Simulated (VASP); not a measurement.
Band structure of K2S (antifluorite). Method: vdW-DF-cx, VASP's PBE PAW potentials (set 64) (plane waves; VASP 6.6.1).

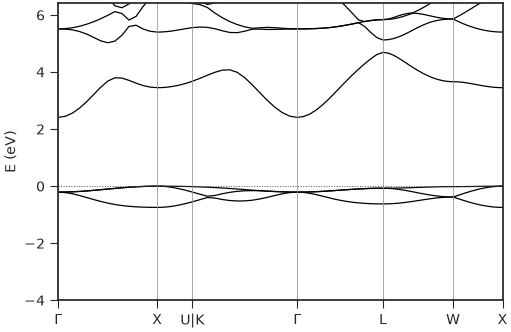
Figure. Bands along high-symmetry lines, zero at the valence-band maximum or, without a gap, the Fermi level

Read the plot: is there a gap, and where are the band edges?

The gap is indirect, 2.41 eV, from the valence maximum at X to the conduction minimum at Γ. (Edges off the drawn lines would not show.)

The compound is K2S in the antifluorite structure. It was relaxed first.
